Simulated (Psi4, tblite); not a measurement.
# A ladder of methods for H2Se (hydrogen selenide)

H2Se has 3 atoms, charge 0, and is taken as a singlet. As SMILES, `[SeH2]`. Geometry: relaxed at PBE0-D4/def2-TZVP.

```xyz
3

Se    0.5607   -0.2747    0.2802
H     0.0454    1.0919    0.1439
H    -0.6061   -0.8172   -0.4241
```

Quantity: the dipole moment, in D. The values are calculated.

**The experiment to reproduce.** NIST CCCBDB gives the dipole moment of the gas as 0.63 D.

```csv
level,kind,program,value (D),computed − measured,CPU time
GFN2-xTB,semi-empirical,tblite,1.38,+0.75,under 2 s
HF/def2-TZVPPD,Hartree–Fock,Psi4,0.79,+0.16,18 s
SVWN5/def2-TZVPPD,LDA,Psi4,0.74,+0.11,26 s
BLYP/def2-TZVPPD,GGA,Psi4,0.60,-0.03,28 s
M06-L/def2-TZVPPD,meta-GGA,Psi4,0.66,+0.03,37 s
TPSS/def2-TZVPPD,meta-GGA,Psi4,0.67,+0.04,46 s
PBE0/def2-TZVPPD,global hybrid,Psi4,0.73,+0.10,27 s
wB97M-V/def2-TZVPPD,range-separated hybrid,Psi4,0.70,+0.07,74 s
```

Nearest: BLYP/def2-TZVPPD (-0.03 D), M06-L/def2-TZVPPD (+0.03 D); farthest: GFN2-xTB (+0.75 D). The measured dipole is a vibrational average, so differences of a few hundredths of a debye mean little. Computed less measured by kind, in D (def2-TZVPPD rows): semi-empirical +0.75; Hartree–Fock +0.16; LDA +0.11; GGA -0.03; meta-GGA +0.03 to +0.04; global hybrid +0.10; range-separated hybrid +0.07. All-electron rows without a relativistic Hamiltonian named are non-relativistic. Magnitudes only. CPU times are rough (shared hosts, several kinds of processor): they show what a rung costs within a factor of a few.

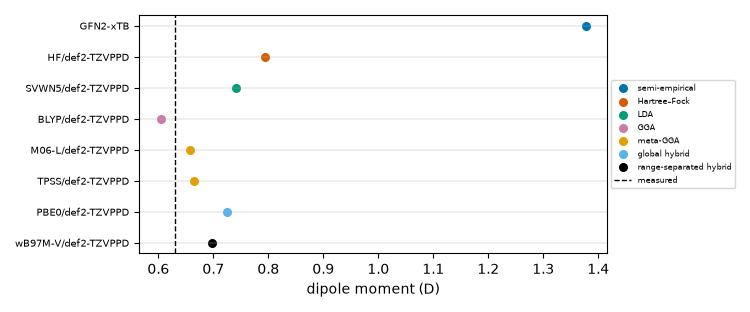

The values of the table, level by level.
